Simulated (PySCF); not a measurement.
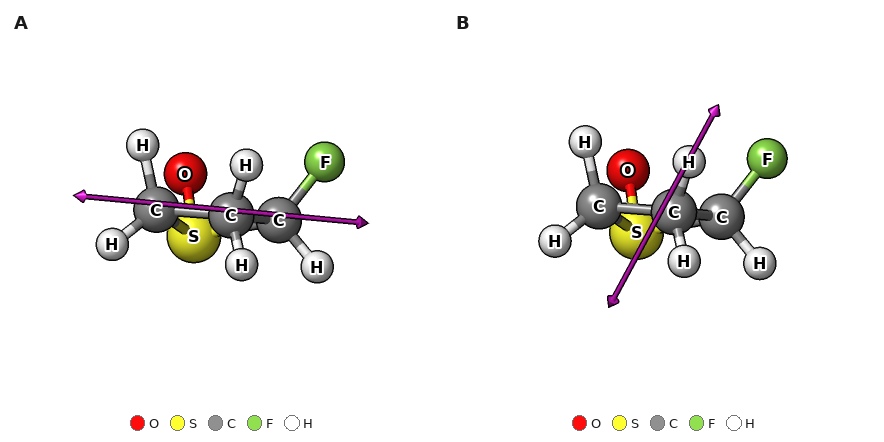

The double arrows show the directions of two transition dipoles from the ground state (lengths mean nothing). Geometry: a frame of a GFN2-xTB molecular-dynamics simulation, not a minimum. Properties computed with TDDFT PBE0/def2-SVPD, vertical, gas phase, core orbitals frozen in the response (PySCF 2.14.0).

Question. One belongs to singlet state 1 and one to singlet state 3. Which is which?

Answer. A: state 1, 5.01 eV (247 nm), oscillator strength 0.023, mainly HOMO → LUMO (weight 0.97).
B: state 3, 6.08 eV (204 nm), oscillator strength 0.030, mainly HOMO → LUMO+2 (weight 0.76).
